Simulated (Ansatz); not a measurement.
## Lattice dynamics of (ZnSe)2(BeTe)1 [001] superlattice, started as zinc blende

Wanted: vibrations and spectra of (ZnSe)2(BeTe)1 [001] superlattice, started as zinc blende; the cell is already relaxed.

Method: DFT PBE, scalar-relativistic, plane waves, PAW, in Ansatz 0.2.0.

The structure was built from a prototype and need not be the compound's stable phase.

**1. Set-up**

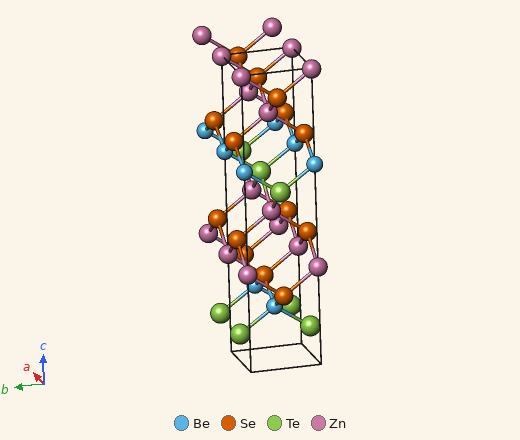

Start, viewed from a free direction; beryllium blue, selenium orange, tellurium green, zinc pink. 2×1×1 cells are drawn. This picture shows the conventional cell, with its axes. Some periodic images of atoms are drawn too.

**2. Zone-centre response**

The cell comes from relaxations at this level that are not shown. The zone centre is the only wavevector solved here; it holds the modes that light can see, as far as symmetry allows. No field response is asked.

The input, input.yaml:

```yaml
crystal:
  lattice:
    - [2.8543723049, 2.8543723049, 0.0]
    - [-2.8385553769, 2.8385553769, 0.0]
    - [2.8464638409, 0.007908464, 8.6083080348]
  atoms:
    - { symbol: Be, position: [0.6748361077, 0.3251638923, 0.6503277846] }
    - { symbol: Se, position: [0.4126811844, 0.0873188156, 0.1746376313] }
    - { symbol: Se, position: [0.743750737, 0.756249263, 0.512498526] }
    - { symbol: Te, position: [0.094148181, 0.405851819, 0.811703638] }
    - { symbol: Zn, position: [-0.0037028588, 0.0037028588, 0.0074057176] }
    - { symbol: Zn, position: [0.3282866487, 0.6717133513, 0.3434267026] }
kpoints:
  mp_grid: { grid: [8, 8, 8] }
hamiltonian:
  xc: pbe
scf:
  occupations: { method: fixed }
output:
  eigenvalues: true
phonons:
  method: dfpt
```

Launch:

```console
ansatz run input.yaml --threads 8 --pin off --max-ram 14336MiB --backend cpu --events-out ev --progress --plain --runs-dir out
```

Then come: another isotope, element Se, natural mass 78.971 amu; isotope substitution, element Te, natural mass 127.6 amu; isotope substitution, element Zn, natural mass 65.38 amu. Settings of the main run: cutoff 420 eV, 8×8×8 k-mesh, fixed occupations.

Q: Predict the highest optical mode at the zone centre.

The structure is stable against zone-centre distortions, since no mode there is imaginary; other wavevectors were not solved, so zone-boundary instabilities are untested. Without the field, the optical modes at Γ span 62 to 477 cm⁻¹. No dispersion was computed.

```
volume per atom                                         : 23.2 Å³
gap on the k-mesh                                       : 1.37 eV
highest optical mode at the zone centre (no LO-TO term) : 477 cm⁻¹
lowest optical zone-centre mode                         : 62.4 cm⁻¹
imaginary modes at Γ (the only wavevector solved)       : none
```

The highest mode in this list at Γ, 476.8 cm⁻¹, is mostly motion of Be (96 % of the kinetic energy). Spin-orbit coupling is left out, which can matter for the heavy elements here. The starting cell was built on a prototype and not taken from a measurement, so the phase need not exist. These are harmonic frequencies at zero temperature: anharmonic shifts, linewidths and thermal expansion are left out.

[Logs are printed without paths, hosts, clocks, repeated set-up lines and the standing remarks that a program may print on its own settings, such as how far it seeks lower states.]

[Hosts, paths, dates, database ids (printed as entryN), source tags and the programs' standing remarks are cut or masked in the printed files.]
